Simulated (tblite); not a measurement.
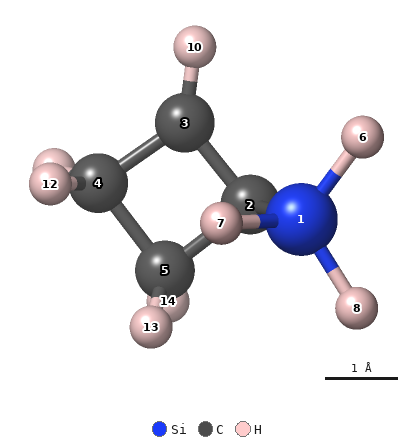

Fig. 1: The structure as given in the input (ball-and-stick view, seen at a tilt; atoms are numbered from 1 in the order of the input). Bond lengths as drawn: C–C 1.47 to 1.54 Å, C–H 1.07 to 1.10 Å, C–Si 1.92 Å and H–Si 1.46 to 1.47 Å.

Frequency calculation, with input and output: C4H9Si

- system: C4H9Si, multiplicity 2
- method: GFN2-xTB harmonic vibrations, gas phase (tblite 0.8.0)

It belongs to a series of runs on one base structure; here: H added to sp2 C.

The program's output:
```
mode    cm-1     km/mol
  1     102.7      0.29
  2     123.2      1.02
  3     205.1      3.20
  4     216.9     37.49
  5     284.4      1.25
  6     512.4     31.90
  7     535.0     51.03
  8     645.8     26.81
  9     763.0     99.13
 10     769.6    176.02
 11     776.2    263.97
 12     787.0    204.16
 13     828.3      2.10
 14     952.6      9.59
 15     978.0      3.92
 16     997.7      3.21
 17    1024.8      3.49
 18    1050.5      6.40
 19    1110.5     16.44
 20    1142.2      6.23
 21    1155.7      1.78
 22    1194.0      6.30
 23    1222.7      0.61
 24    1251.8      4.25
 25    1280.3      6.20
 26    1457.1      0.74
 27    1484.6      0.50
 28    2245.1    331.86
 29    2274.3    264.40
 30    2275.4    292.70
 31    2862.6     49.90
 32    2877.9     47.34
 33    2915.7     78.72
 34    2992.0     52.79
 35    3006.5     48.13
 36    3144.3     58.46
```

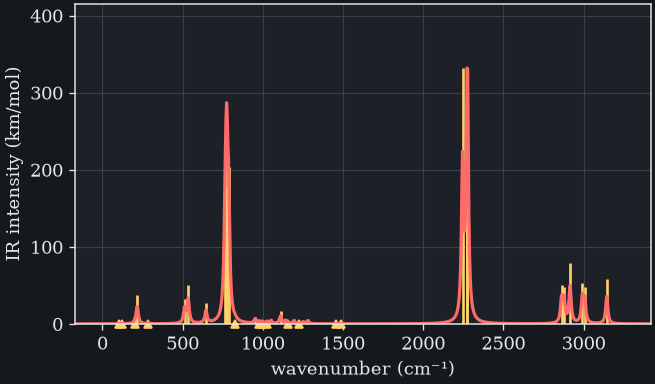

Fig. 2: Harmonic infrared spectrum, unscaled: sticks (degenerate modes added up, dark ones marked on the axis) with a Lorentzian envelope of 16 cm⁻¹ full width, scaled to the tallest stick. 36 modes from 103 to 3144 cm⁻¹, none imaginary. The strongest line is at 2245 cm⁻¹ (332 km/mol).

This output came from the following input.

Input file:
```
{"job": {"kind": "ir", "xc": "GFN2-xTB", "basis": "xTB"}, "charge": 0, "multiplicity": 2}
Si     1.876190     0.424285    -0.167408
C      0.166242    -0.291739    -0.677098
C     -0.888752     0.730362    -0.636010
C     -1.549070     0.153724     0.560258
C     -0.575689    -1.034883     0.453046
H      2.284512     1.384090    -1.192289
H      1.728641     1.082867     1.129999
H      2.853448    -0.662858    -0.067049
H      0.282015    -0.843907    -1.615208
H     -1.075850     1.613344    -1.213071
H     -2.610147    -0.093250     0.448922
H     -1.445747     0.736751     1.483649
H      0.008390    -1.244558     1.347656
H     -1.054861    -1.954701     0.122437
```

The first line tells a small driver script what to run in tblite; the rest is the geometry in Å.

Command:
```bash
OMP_NUM_THREADS=1 python <driver script> task.json out
```

Results in brief:

```csv
quantity,value
outcome,converged
total energy,−402.2033 eV
zero-point energy,67.8270 kcal/mol
hardware,"1 CPU thread, shared host"
peak memory,0.18 GiB
```
